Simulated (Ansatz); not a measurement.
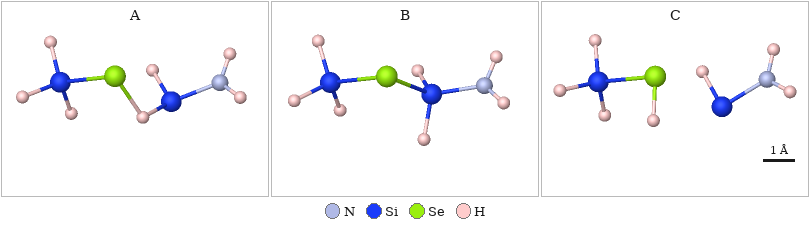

3 geometries from a converged minimum-energy path of Si2NH7Se, shuffled. Style: ball-and-stick. Shown face on.

These are results of RKS revPBE/def2-SVP (Ansatz), not measurements. Settings: 9 movable images; climbing image; force threshold 0.05 eV/Å; iteration limit 60; starting path through a guess of the saddle point.

Question: Which frame is the top of the path?

Answer: A. In order along the path, whose images run from 0 to 10: B (image 3, +11.6 kJ/mol), A (image 5, +194.7 kJ/mol), C (image 9, +182.0 kJ/mol). Breaking: H–Si (1.50 → 3.55 Å), Se–Si (2.35 → 3.13 Å). Forming: H–Se (3.17 → 1.49 Å).

The run took 7.5 min on 2 threads of Intel(R) Xeon(R) Platinum 8559C (Emerald Rapids), with other jobs on the host, peak memory 0.19 GiB.
